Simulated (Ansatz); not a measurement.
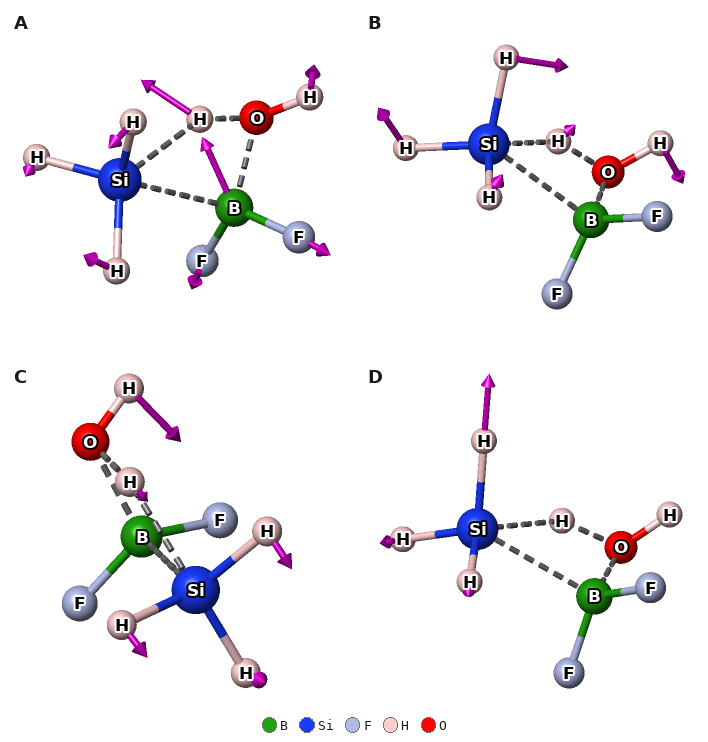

4 normal modes of one molecule or complex, as arrows. Broken sticks mark bonds that form or break. Harmonic vibrations computed with RKS PBE0-D4/def2-TZVP (Ansatz 0.2.0) at a stationary point of the same level. It is a saddle point of order 1.

### Match the panels to the wavenumbers 542 cm⁻¹, 909 cm⁻¹, 1072 cm⁻¹, 2211 cm⁻¹.

A: 1072 cm⁻¹
B: 542 cm⁻¹
C: 909 cm⁻¹
D: 2211 cm⁻¹
